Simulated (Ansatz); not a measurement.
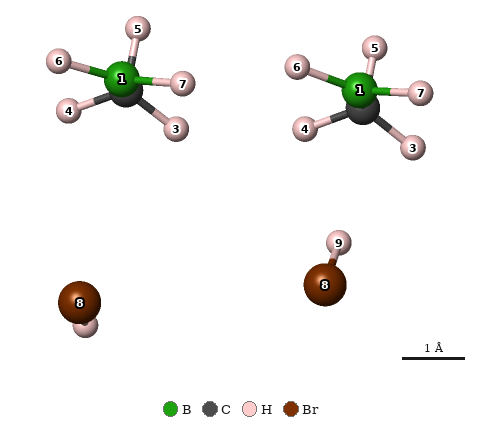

Two geometries of CH6BBr, drawn at one scale. One is the start of a relaxation, the other its converged end. A ball-and-stick model, seen from a free direction.

Computed with RHF/def2-SVP (Ansatz). Set-up: no spin polarisation; force threshold 0.03 eV/Å; at most 50 steps.

Question: Which one is relaxed?

Answer: The left one is the relaxed one. The run prepares an end point of a later path (reaction) calculation, from a guessed geometry. The atom that moves furthest after the best rigid fit is an H atom (1.37 Å). Largest moves by element: H 1.37 Å, Br 0.37 Å, C 0.30 Å, B 0.19 Å. Among the contacts that change: Br–H 1.490 → 1.409 Å, B–C 1.592 → 1.574 Å. After 14 accepted moves (15 points after the start) the energy has fallen by 23.2 kJ/mol. Largest force component: 1.6 eV/Å at the start, 0.026 eV/Å at the end. The line search rejected the trial step at point 6 of the run. The run took 25 s on 1 thread of Arm Neoverse V2, with other jobs on the host, peak memory 0.17 GiB.

Limits of the set-up: Hartree-Fock leaves out electron correlation.
